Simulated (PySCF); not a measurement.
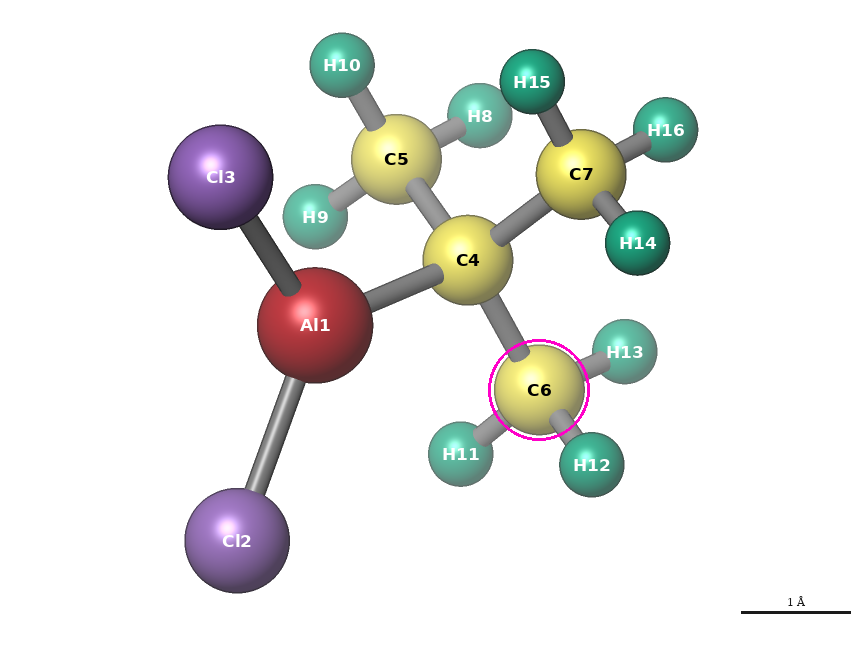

Orthographic view. Depth is shown by fading: the farther an atom, the more it takes the colour of the background. The computed structure is the end point of a PBE0-D3(BJ)/def2-SVP optimisation. No frequency run is at hand to confirm it as a minimum.

Name the neighbours of the circled atom.

The circled atom is C6; it is bonded to C4, H11, H12, H13.

Of Al1 and C4, which is nearer the viewer?

Al1; the bond to C4 points away from the viewer, so it looks shorter than its 1.96 Å.

Which atom is nearest the viewer?

Cl3, 2.5 Å in front of the mean position.

What is the shortest path along bonds from the circled atom to H15?

C6–C4–C7–H15, 3 bonds; through space the two are 3.49 Å apart.
